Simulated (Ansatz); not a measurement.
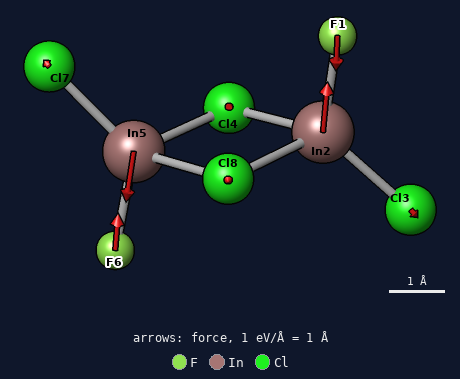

Starting geometry of In₂Cl₄F₂ with the computed forces as red arrows. A ball-and-stick model, seen at a tilt.

The start comes from GFN2-xTB.

All numbers below come from RKS PBE0-D4/def2-TZVP in Ansatz 0.2.0.

Input file:
```yaml
crystal:
  periodic: [false, false, false]
  atoms:
    - {symbol: F, position_ang: [2.695120, -0.842290, 0.818680]}
    - {symbol: In, position_ang: [0.865500, -1.459130, 0.456560]}
    - {symbol: Cl, position_ang: [0.112650, -3.591650, 0.577190]}
    - {symbol: Cl, position_ang: [0.332870, -0.319910, -1.675510]}
    - {symbol: In, position_ang: [-0.869930, 1.459280, -0.442800]}
    - {symbol: F, position_ang: [-2.751450, 0.939900, -0.664810]}
    - {symbol: Cl, position_ang: [0.004680, 3.527790, -0.750350]}
    - {symbol: Cl, position_ang: [-0.389440, 0.286000, 1.681040]}
basis:
  gaussian: {orbitals: def2-TZVP}
hamiltonian: {xc: pbe0, dispersion: d4}
relax: {f_tol: 0.005, max_steps: 150}
```

Command:
```bash
ansatz run in.yaml --threads 2 --pin off --events-out ev --progress --plain --max-ram 20480MiB --backend cuda --devices 0, --max-vram 18GiB
```

> Is this structure relaxed? If not, where do the atoms go?

It isn't relaxed: the largest force vector, on In atoms, is 1.04 eV/Å. The final displacements have little in common with the starting forces (cosine between the two patterns 0.23). F1 moves most after the best rigid fit: 0.16 Å. Largest moves by element: F 0.16 Å, Cl 0.12 Å, In 0.11 Å. Near-neighbour distances that change, for instance: F1–In2 1.964 → 1.924 Å, In2–Cl8 2.474 → 2.493 Å, In2–Cl3 2.265 → 2.283 Å, Cl4–In5 2.476 → 2.493 Å. Among the angles between lasting bonds that change: F6–In5–Cl8 99.1° → 105.6°, F1–In2–Cl8 99.2° → 105.5°, Cl7–In5–Cl8 118.3° → 112.3°. The energy falls by 6.32 kJ/mol in 5 geometry steps. The largest force component goes from 0.98 to 0.0046 eV/Å.
